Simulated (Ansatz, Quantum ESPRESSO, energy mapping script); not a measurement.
# CoO: energy mapping under PBE+U (3.5 eV), QE, GBRV, part 2 of 3

Wanted: the magnetic order of CoO, its couplings and an estimate of its ordering temperature, by PBE+U (3.5 eV), QE, GBRV.

PBE with U = 3.5 eV on Co d, ortho-atomic projectors; plane waves, U on orthogonalised atomic orbitals unless named otherwise, collinear spin, no spin–orbit coupling.

So far. Step 3 (Order 1: parallel, cell A of 4 atoms): The run ends ferromagnetic.

### 4. Order 2: compensated +−, cell A of 4 atoms

Level of this step: PBE with U = 3.5 eV on Co d, ortho-atomic projectors, GBRV potentials (Quantum ESPRESSO).

This order reverses 8 of the 12 neighbours at 3.01 Å and 0 of the 6 neighbours at 4.26 Å, counted for an average magnetic atom.

Input file pw.in:

```
&control
  calculation = 'scf'
  prefix = 'pw'
  outdir = './tmp/'
  pseudo_dir = './pseudo/'
  verbosity = 'low'
/
&system
  ibrav = 0
  nat = 4
  ntyp = 3
  ecutwfc = 45
  ecutrho = 360
  nbnd = 35
  occupations = 'smearing'
  smearing = 'fd'
  degauss = 0.00367493
  nspin = 2
  starting_magnetization(1) = 0.1765
  starting_magnetization(2) = -0.1765
/
&electrons
  conv_thr = 1.0e-08
  electron_maxstep = 120
  mixing_beta = 0.3
  mixing_mode = 'plain'
/
ATOMIC_SPECIES
  Co1 58.9332 Co.upf
  Co2 58.9332 Co.upf
  O 15.9990 O.upf
CELL_PARAMETERS angstrom
  0.00000000 -2.13150000 -2.13150000
  0.00000000 2.13150000 -2.13150000
  4.26300000 0.00000000 0.00000000
ATOMIC_POSITIONS crystal
  Co1 0.50000000 0.50000000 0.50000000
  Co2 0.00000000 0.00000000 0.00000000
  O 0.50000000 0.50000000 0.00000000
  O 0.00000000 0.00000000 0.50000000
K_POINTS automatic
  11 11 8 0 0 0
HUBBARD {ortho-atomic}
U Co1-3d 3.5
U Co2-3d 3.5
```

On the command line:

```
$ OMP_NUM_THREADS=1 mpirun -n 4 pw.x -nk 4 -in pw.in > pw.out
```

Log:

```text
[banner, memory and clock lines left out]
Program PWSCF v.7.5 starts
[...]
unit-cell volume          =     261.4042 (a.u.)^3
     number of atoms/cell      =            4
[...]
number of electrons       =        46.00
     number of Kohn-Sham states=           35
     kinetic-energy cutoff     =      45.0000  Ry
     charge density cutoff     =     360.0000  Ry
     scf convergence threshold =      1.0E-08
[...]
Exchange-correlation= SLA  PW   PBE  PBE
[...]
Hubbard projectors: ortho-atomic
     Hubbard parameters of DFT+U (Dudarev formulation) in eV:
[...]
atomic species   magnetization
[...]
16 Sym. Ops., with inversion, found
[...]
number of k points=   105  Fermi-Dirac smearing, width (Ry)=  0.0037
[...]
Number of occupied Hubbard levels =   14.0000
     Atomic wfc used for Hubbard projectors are orthogonalized
[...]
iteration #  1     ecut=    45.00 Ry     beta= 0.30
[...]
Number of occupied Hubbard levels =   11.0143
     total energy              =    -657.45443923 Ry
     estimated scf accuracy    <      12.28944193 Ry
     total magnetization       =     0.00 Bohr mag/cell
     absolute magnetization    =     7.63 Bohr mag/cell
     iteration #  2     ecut=    45.00 Ry     beta= 0.30
[...]
total energy              =    -659.41344013 Ry
     estimated scf accuracy    <      10.98170278 Ry
     total magnetization       =     0.00 Bohr mag/cell
     absolute magnetization    =     2.05 Bohr mag/cell
     iteration #  3     ecut=    45.00 Ry     beta= 0.30
[...]
total energy              =    -661.10604585 Ry
     estimated scf accuracy    <       0.38612000 Ry
     total magnetization       =    -0.01 Bohr mag/cell
     absolute magnetization    =     5.86 Bohr mag/cell
[...]
total energy              =    -661.18410210 Ry
[...]
iteration # 30     ecut=    45.00 Ry     beta= 0.30
[...]
total energy              =    -661.18410209 Ry
     estimated scf accuracy    <       0.00000004 Ry
     total magnetization       =     0.00 Bohr mag/cell
     absolute magnetization    =     5.13 Bohr mag/cell
     iteration # 31     ecut=    45.00 Ry     beta= 0.30
[...]
Magnetic moment per site  (integrated on atomic sphere of radius R)
     atom   1 (R=0.292)  charge= 14.6343  magn=  2.3855
     atom   2 (R=0.292)  charge= 14.6343  magn= -2.3853
     atom   3 (R=0.292)  charge=  5.7616  magn= -0.0424
     atom   4 (R=0.292)  charge=  5.7616  magn=  0.0426
     End of self-consistent calculation
     =================== HUBBARD OCCUPATIONS ===================
     ------------------------ ATOM    1 ------------------------
     Tr[ns(  1)] (up, down, total) =   4.90731  2.44968  7.35699
     Atomic magnetic moment for atom   1 =   2.45762
     SPIN  1
     eigenvalues:
       0.959  0.968  0.993  0.993  0.994
     eigenvectors (columns):
       0.866 -0.500 -0.000  0.000  0.000
       0.000 -0.000  0.257 -0.966  0.000
[...]
occupation matrix ns (before diag.):
[...]
SPIN  2
     eigenvalues:
[...]
eigenvectors (columns):
[...]
occupation matrix ns (before diag.):
[...]
------------------------ ATOM    2 ------------------------
     Tr[ns(  2)] (up, down, total) =   2.44983  4.90721  7.35704
     Atomic magnetic moment for atom   2 =  -2.45738
     SPIN  1
     eigenvalues:
[...]
eigenvectors (columns):
[...]
occupation matrix ns (before diag.):
[...]
SPIN  2
     eigenvalues:
[...]
eigenvectors (columns):
[...]
occupation matrix ns (before diag.):
[...]
-0.004  0.000  0.000  0.966 -0.000
       0.000  0.000  0.000 -0.000  0.993
     Number of occupied Hubbard levels =   14.7140
     Number of k-points >= 100: set verbosity='high' to print the bands.
     the Fermi energy is    13.0789 ev
!    total energy              =    -661.18410210 Ry
     estimated scf accuracy    <          3.7E-09 Ry
     smearing contrib. (-TS)   =      -0.00586290 Ry
     internal energy E=F+TS    =    -661.17823920 Ry
     The total energy is F=E-TS. E is the sum of the following terms:
     one-electron contribution =    -366.40478718 Ry
     hartree contribution      =     210.19319487 Ry
     xc contribution           =     -80.06023549 Ry
     ewald contribution        =    -425.12572344 Ry
     Hubbard energy            =       0.21931203 Ry
     total magnetization       =     0.00 Bohr mag/cell
     absolute magnetization    =     5.13 Bohr mag/cell
     convergence has been achieved in  31 iterations
```

Run time: 74 s. Hardware: 4 MPI ranks of Arm Neoverse V2, shared host; peak memory 0.54 GiB; 4.9 min of CPU time.

Spin moment in the sphere by atom:

```csv
atom,spin moment in the sphere (μB)
Co1,2.39
Co2,-2.39
O3,-0.04
O4,0.04
```

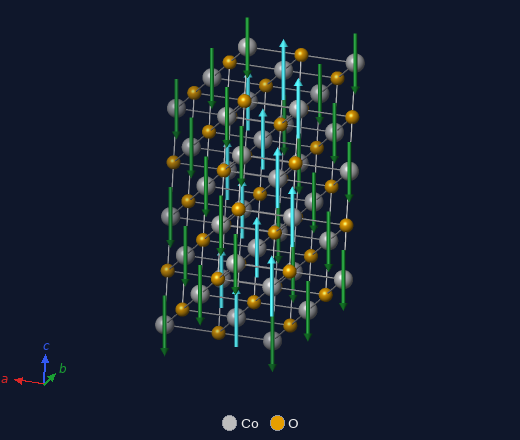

Spin moment in the sphere as arrows, the longest 2.39 μB. Up and down stand for the sign. Arrows give size and sign along the axis of quantisation, drawn up and down the page. The two directions have two colours. 1×2×2 conventional cells are drawn. Some periodic images of atoms are drawn too.

The run ends antiferromagnetic, 44.90 meV a magnetic atom above the parallel order of its cell, a difference that unlike orbital or electronic states can set, not exchange alone (energies taken at zero occupation width, not the printed F).

### 5. Parallel start in cell B (4 atoms)

The parallel order again, as the reference for this cell.

This run holds the same structure in another cell (c 4.263 → 5.221 Å, α 90.0 → 73.2°, β 90.0 → 73.2°, γ 90.0 → 60.0°).

Input file pw.in:

```
&control
  calculation = 'scf'
  prefix = 'pw'
  outdir = './tmp/'
  pseudo_dir = './pseudo/'
  verbosity = 'low'
/
&system
  ibrav = 0
  nat = 4
  ntyp = 2
  ecutwfc = 45
  ecutrho = 360
  nbnd = 38
  occupations = 'smearing'
  smearing = 'fd'
  degauss = 0.00367493
  nspin = 2
  starting_magnetization(1) = 0.1765
/
&electrons
  conv_thr = 1.0e-08
  electron_maxstep = 120
  mixing_beta = 0.3
  mixing_mode = 'plain'
/
ATOMIC_SPECIES
  Co 58.9332 Co.upf
  O 15.9990 O.upf
CELL_PARAMETERS angstrom
  0.00000000 -2.13150000 -2.13150000
  -2.13150000 0.00000000 -2.13150000
  2.13150000 2.13150000 -4.26300000
ATOMIC_POSITIONS crystal
  Co 0.50000000 0.50000000 0.50000000
  Co 0.00000000 0.00000000 0.00000000
  O 0.75000000 0.75000000 0.75000000
  O 0.25000000 0.25000000 0.25000000
K_POINTS automatic
  13 13 13 0 0 0
HUBBARD {ortho-atomic}
U Co-3d 3.5
```

Log:

```text
[banner, memory and clock lines left out]
Program PWSCF v.7.5 starts
[...]
unit-cell volume          =     261.4042 (a.u.)^3
     number of atoms/cell      =            4
[...]
number of electrons       =        46.00
     number of Kohn-Sham states=           38
     kinetic-energy cutoff     =      45.0000  Ry
     charge density cutoff     =     360.0000  Ry
[...]
The total energy is F=E-TS. E is the sum of the following terms:
     one-electron contribution =    -365.81963388 Ry
     hartree contribution      =     209.60546528 Ry
     xc contribution           =     -80.07569042 Ry
     ewald contribution        =    -425.12572344 Ry
     Hubbard energy            =       0.23042563 Ry
     total magnetization       =     5.99 Bohr mag/cell
     absolute magnetization    =     6.04 Bohr mag/cell
     convergence has been achieved in  24 iterations
[key lines of the parts left out:]
!    total energy              =    -661.19039721 Ry
the Fermi energy is    13.1920 ev
```

Run time: 2.6 min. Hardware: 4 MPI ranks; peak memory 0.8 GiB.

The run ends ferromagnetic. For each magnetic atom its energy differs from the parallel run of the first cell by -0.04 meV, an error that one common reference would have brought in.

### 6. Compensated +− start in cell B (4 atoms)

This order reverses 6 of the 12 neighbours at 3.01 Å and 6 of the 6 neighbours at 4.26 Å, counted for an average magnetic atom.

Edit pw.in of step 5 so:

```diff
@@ -10,6 +10,6 @@
   nat = 4
-  ntyp = 2
+  ntyp = 3
   ecutwfc = 45
   ecutrho = 360
-  nbnd = 38
+  nbnd = 35
   occupations = 'smearing'
@@ -19,2 +19,3 @@
   starting_magnetization(1) = 0.1765
+  starting_magnetization(2) = -0.1765
 /
@@ -27,3 +28,4 @@
 ATOMIC_SPECIES
-  Co 58.9332 Co.upf
+  Co1 58.9332 Co.upf
+  Co2 58.9332 Co.upf
   O 15.9990 O.upf
@@ -34,4 +36,4 @@
 ATOMIC_POSITIONS crystal
-  Co 0.50000000 0.50000000 0.50000000
-  Co 0.00000000 0.00000000 0.00000000
+  Co1 0.50000000 0.50000000 0.50000000
+  Co2 0.00000000 0.00000000 0.00000000
   O 0.75000000 0.75000000 0.75000000
@@ -41,2 +43,3 @@
 HUBBARD {ortho-atomic}
-U Co-3d 3.5
+U Co1-3d 3.5
+U Co2-3d 3.5
```

Log:

```text
[banner, memory and clock lines left out]
Program PWSCF v.7.5 starts
[...]
unit-cell volume          =     261.4042 (a.u.)^3
     number of atoms/cell      =            4
[...]
number of electrons       =        46.00
     number of Kohn-Sham states=           35
     kinetic-energy cutoff     =      45.0000  Ry
     charge density cutoff     =     360.0000  Ry
[...]
The total energy is F=E-TS. E is the sum of the following terms:
     one-electron contribution =    -365.97768312 Ry
     hartree contribution      =     209.72847808 Ry
     xc contribution           =     -80.05476002 Ry
     ewald contribution        =    -425.12572344 Ry
     Hubbard energy            =       0.23834763 Ry
     total magnetization       =    -0.00 Bohr mag/cell
     absolute magnetization    =     5.44 Bohr mag/cell
     convergence has been achieved in  21 iterations
[key lines of the parts left out:]
!    total energy              =    -661.19619638 Ry
the Fermi energy is    13.1668 ev
```

Run time: 2.1 min. Hardware: 4 MPI ranks; peak memory 0.78 GiB.

The run ends antiferromagnetic, 40.76 meV a magnetic atom below the parallel order of its cell, a difference that unlike orbital or electronic states can set, not exchange alone (energies taken at zero occupation width, not the printed F).

### 7. Run 5 (parallel; cell C, 6 atoms)

A new cell needs its own zero of energy.

Input file pw.in:

```
&control
  calculation = 'scf'
  prefix = 'pw'
  outdir = './tmp/'
  pseudo_dir = './pseudo/'
  verbosity = 'low'
/
&system
  ibrav = 0
  nat = 6
  ntyp = 2
  ecutwfc = 45
  ecutrho = 360
  nbnd = 55
  occupations = 'smearing'
  smearing = 'fd'
  degauss = 0.00367493
  nspin = 2
  starting_magnetization(1) = 0.1765
/
&electrons
  conv_thr = 1.5e-08
  electron_maxstep = 120
  mixing_beta = 0.3
  mixing_mode = 'plain'
/
ATOMIC_SPECIES
  Co 58.9332 Co.upf
  O 15.9990 O.upf
CELL_PARAMETERS angstrom
  0.00000000 -2.13150000 -2.13150000
  -4.26300000 0.00000000 0.00000000
  2.13150000 4.26300000 -2.13150000
ATOMIC_POSITIONS crystal
  Co 0.66666667 0.66666667 0.33333333
  Co 0.33333333 0.33333333 0.66666667
  Co 0.00000000 0.00000000 0.00000000
  O 0.66666667 0.16666667 0.33333333
  O 0.33333333 0.83333333 0.66666667
  O 0.00000000 0.50000000 0.00000000
K_POINTS automatic
  12 12 12 0 0 0
HUBBARD {ortho-atomic}
U Co-3d 3.5
```

Log:

```text
[banner, memory and clock lines left out]
Program PWSCF v.7.5 starts
[...]
unit-cell volume          =     392.1063 (a.u.)^3
     number of atoms/cell      =            6
[...]
number of electrons       =        69.00
     number of Kohn-Sham states=           55
     kinetic-energy cutoff     =      45.0000  Ry
     charge density cutoff     =     360.0000  Ry
[...]
The total energy is F=E-TS. E is the sum of the following terms:
     one-electron contribution =    -548.72882953 Ry
     hartree contribution      =     314.40757854 Ry
     xc contribution           =    -120.11355816 Ry
     ewald contribution        =    -637.68858516 Ry
     Hubbard energy            =       0.34564260 Ry
     total magnetization       =     8.98 Bohr mag/cell
     absolute magnetization    =     9.07 Bohr mag/cell
     convergence has been achieved in  34 iterations
[key lines of the parts left out:]
!    total energy              =    -991.78559851 Ry
the Fermi energy is    13.1920 ev
```

Elapsed: 11 min, on 4 MPI ranks; peak memory 1.6 GiB.

The run ends ferromagnetic. For each magnetic atom its energy differs from the parallel run of the first cell by -0.08 meV, an error that one common reference would have brought in.

[end of part 2 of 3]

[Logs and program files are shortened in this print: banners, set-up blocks, solver, clock and traceback lines can be left out without a mark of their own.]

[Logs are printed without paths, hosts, clocks, repeated set-up lines and the standing remarks that a program may print on its own settings, such as how far it seeks lower states.]

[Hosts, paths, dates, database ids (printed as entryN), source tags and the programs' standing remarks are cut or masked in the printed files.]

[Where a cell is said to come from a database of computed structures, the database is the Materials Project.]
